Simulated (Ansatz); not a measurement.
Run report: GaNH₂ClF, frequency calculation

The run: frequency calculation of GaNH₂ClF, SMILES [NH2][Ga]([F])[Cl]. Method and program: HF/6-31G*, RHF (Ansatz 0.2.0).

The geometry was optimised with HF/6-31G*. Figures and captions count atoms from 1; the log counts them from 0 in places.

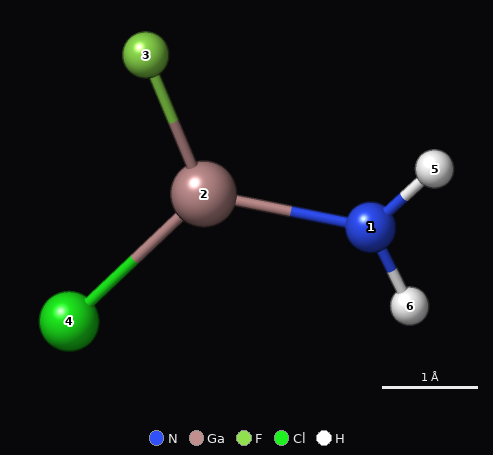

Fig. 1: The input geometry (ball-and-stick view, seen at a tilt; atoms are numbered from 1 in the order of the input). Sticks mark near contacts. Bond lengths as drawn: Cl–Ga 2.14 Å, F–Ga 1.72 Å, Ga–N 1.79 Å and H–N 1.00 Å.

Input file
```yaml
crystal:
  periodic: [false, false, false]
  atoms:
    - {symbol: N, position_ang: [-0.244974, 1.008465, 0.021223]}
    - {symbol: Ga, position_ang: [0.250282, -0.714909, 0.029175]}
    - {symbol: F, position_ang: [1.576026, -1.228860, 1.001273]}
    - {symbol: Cl, position_ang: [-0.745956, -2.205568, -1.136771]}
    - {symbol: H, position_ang: [0.209439, 1.714121, 0.559128]}
    - {symbol: H, position_ang: [-1.002717, 1.362951, -0.520228]}
basis:
  gaussian:
    orbitals: "6-31G*"
hamiltonian:
  xc: hf
phonons:
  temperatures: {t_min: 298.15, t_max: 298.15, t_step: 1}
```

Machine: 1 thread of Arm Neoverse V2, 112 GiB of memory available, shared host.

Launched with:
```bash
ansatz run run.yaml --threads 1 --pin off --max-ram 3480MiB --events-out events.jsonl --progress --plain --runs-dir runs
```

Log
```
Functional definition: HF
  name "HF"
  exchange = exact_x
  correlation = 0
899 factors; integrals over basis functions are off by at most 3.2e-4 eV
mean field evaluation 1: about -69049.1031 eV, gradient 4.0e1 eV
mean field evaluation 2: about -69049.1545 eV, gradient 4.0e1 eV
mean field evaluation 4: about -69052.2157 eV, gradient 2.7e0 eV
mean field evaluation 8: about -69052.2397 eV, gradient 3.7e-4 eV
mean field -69052.23974377 eV, -2537.6230052944 hartree, gradient 2.1e-5 eV, S^2 0.000000; 0 other end points of the search recorded, 0 dependent functions left out
the calculation of the forces begins
reference -69052.23974377 eV, -2537.6230052944 hartree; 33, 33 occupied and 55, 55 virtual orbitals, 899 factors
these checks for a lower state are left out or cut short: stability, starts, cluster_reference, orbital_swaps, neighbouring_geometries, increment
899 factors; integrals over basis functions are off by at most 3.2e-4 eV
mean field evaluation 16: about -69052.2396 eV, gradient 2.0e-6 eV
mean field -69052.23959706 eV, -2537.6229999027 hartree, gradient 2.9e-6 eV, S^2 0.000000; 0 other end points of the search recorded, 0 dependent functions left out
[... from here on the field's lines of each further geometry are left out, up to the last ...]
the calculation of the forces begins
reference -69052.23969207 eV, -2537.6230033943 hartree; 33, 33 occupied and 55, 55 virtual orbitals, 899 factors
these checks for a lower state are left out or cut short: stability, starts, cluster_reference, orbital_swaps, neighbouring_geometries, increment
899 factors; integrals over basis functions are off by at most 3.2e-4 eV
mean field evaluation 224: about -69052.2397 eV, gradient 2.1e-5 eV
mean field -69052.23969248 eV, -2537.6230034097 hartree, gradient 2.1e-6 eV, S^2 0.000000; 0 other end points of the search recorded, 0 dependent functions left out
the calculation of the forces begins
reference -69052.23969248 eV, -2537.6230034097 hartree; 33, 33 occupied and 55, 55 virtual orbitals, 899 factors
Total energy: -69052.23974377 eV, -2537.6230052944 hartree
Atom 0 at    -0.244974     1.008465     0.021223 Å, force    -0.000209     0.000700     0.000058 eV/Å
Atom 1 at     0.250282    -0.714909     0.029175 Å, force    -0.000254    -0.000590    -0.000467 eV/Å
Atom 2 at     1.576026    -1.228860     1.001273 Å, force     0.000407     0.000026     0.000387 eV/Å
Atom 3 at    -0.745956    -2.205568    -1.136771 Å, force    -0.000075    -0.000197    -0.000079 eV/Å
Atom 4 at     0.209439     1.714121     0.559128 Å, force     0.000233     0.000073     0.000187 eV/Å
Atom 5 at    -1.002717     1.362951    -0.520228 Å, force    -0.000102    -0.000011    -0.000086 eV/Å
Dipole moment:    -0.194587     0.610063    -0.018544 e Å
Vibrations: 153.85 181.91 198.96 230.77 378.73 435.41 733.84 786.34 824.16 1728.14 3815.72 3923.71 cm⁻¹, zero-point energy 0.830170 eV
```

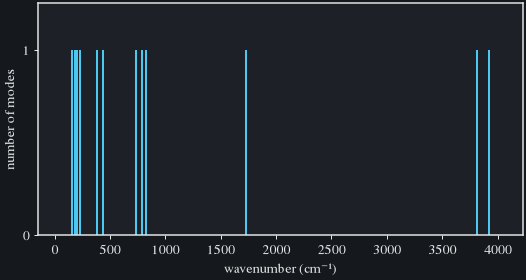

Fig. 2: Harmonic vibrational wavenumbers from the force constants; neighbouring modes closer than 17 cm⁻¹ are counted in one stick. 12 modes from 154 to 3924 cm⁻¹, none imaginary.

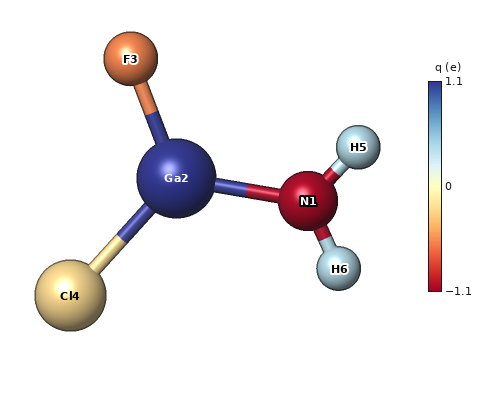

Fig. 3: Mulliken charges, as the colour of each atom (ball-and-stick view, seen on its broad side; atoms are numbered from 1 in the order of the input; Mulliken charges depend strongly on the basis). By element: N −1.05, Ga +1.08, F −0.57, Cl −0.24 and H +0.39 e.

Key numbers

| quantity | value |
| --- | --- |
| outcome | converged |
| total energy | −2537.623005 hartree |
| basis functions | 88 |
| largest force | 0.001 eV/Å |
| zero-point energy | 0.030508 hartree |
| dipole moment | 3.08 D |
| wavenumbers, lowest and highest | 154 and 3924 cm⁻¹ |
| wall time | 66 s |
| peak memory | 0.17 GiB |
